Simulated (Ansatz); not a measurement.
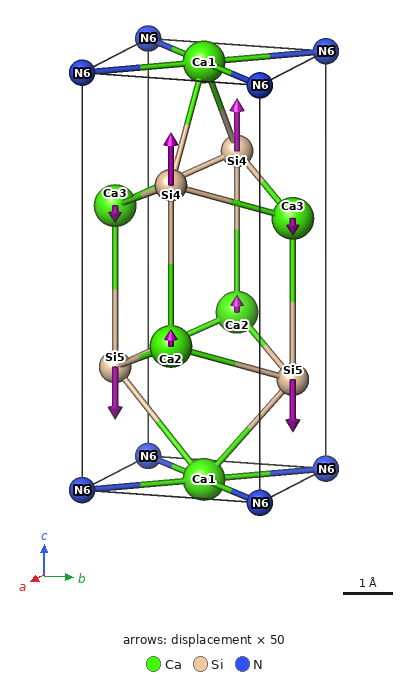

A relaxation of solid Ca₃Si₂N (a generated structure, set up in P-4m2). The starting structure is drawn; purple arrows show the displacements (the part carried along by the change of the cell is left out), magnified 50 times.

The picture is a ball-and-stick view of the cell of the calculation, seen slightly off an axis.

Computed with DFT PBE, scalar-relativistic, plane waves, PAW (Ansatz 0.2.0). Settings: plane-wave cutoff 420 eV; k-point mesh 10 × 10 × 4; occupations gaussian; smearing width 0.1 eV; no spin polarisation; cell and atoms relaxed; force threshold 0.01 eV/Å; at most 80 steps.

### Which element moves most?

Silicon: up to 0.022 Å, against 0.007 Å for calcium.

### Describe the change and its energy.

The largest moves relative to the cell, 0.022 Å, are those of Si4 and Si5. Si5 goes along −c. By element the largest moves are Si 0.022 Å, Ca 0.007 Å. N stays in place. The drawn cell changes as follows: a = b 3.913 → 3.876 Å (−1.0 %), c 8.778 → 8.941 Å (+1.9 %); the volume changes by −0.1 %. Among the contacts that change: Ca2–Si4 3.390 → 3.468 Å, Ca1–N6 2.767 → 2.740 Å, Ca2–Si5 2.917 → 2.907 Å. Among the angles between lasting bonds that change: Si4–Ca3–Si4 143.1° → 141.0°. The space group stays P-4m2 (No. 115). The energy falls by 0.5 meV per atom in 4 accepted moves (5 points after the start). Largest force component: 0.032 eV/Å at the start, 0.001 eV/Å at the end. Pressure: −0.14 GPa at the start and 0.00 GPa at the end. The SCF was repeated once at an unchanged geometry on a basis and grid sized afresh for the cell, which shifted the energy by less than 0.05 meV per atom at most. Cost: 4.1 min on 1 thread of Intel(R) Xeon(R) Processor @ 2.50GHz (Skylake/Cascade Lake), with other jobs on the host, peak memory 0.5 GiB.
